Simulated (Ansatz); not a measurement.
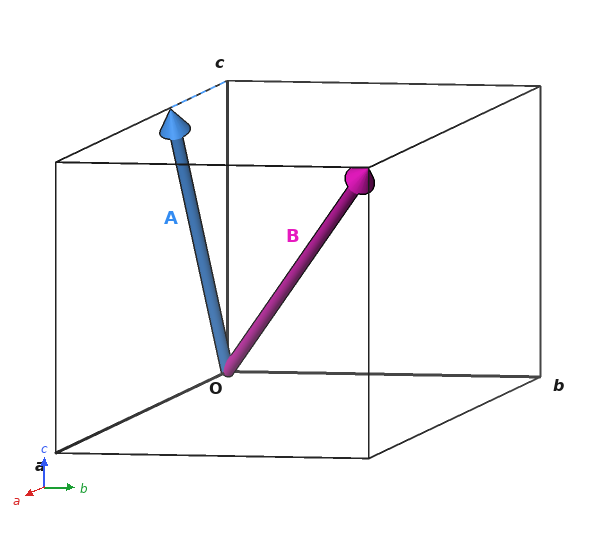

Crystal: BAs₅, the geometry relaxed with DFT PBE, scalar-relativistic, plane waves, PAW (Ansatz); the starting structure was generated, so it need not be a known form of this composition. Each arrow starts at a corner of the unit cell and ends on its surface; where a tip isn't a corner, dashed lines run from it parallel to the axes. Symmetry computed with spglib at a tolerance of 0.002 Å; standard conventional cell.

a = 5.252 Å, b = 5.252 Å, c = 5.126 Å, α = 90.00°, β = 90.00°, γ = 120.00°.

Question: Give [uvw] of each arrow.

Answer: Arrow A runs from (0, 0, 0) to (1/3, 0, 1), so [1 0 3], in four indices [2 −1 −1 9]; Arrow B runs from (0, 0, 0) to (1, 1, 1), so [1 1 1], in four indices [1 1 −2 3].

Question: How long is the vector ua + vb + wc in each case, and what angles do the directions make?

Answer: A 16.249 Å; B 7.338 Å. A–B: 39.0°.

Question: In No. 191, P6/mmm, how many directions are equivalent to A (Laue class 6/mmm, both senses counted)?

Answer: 12.
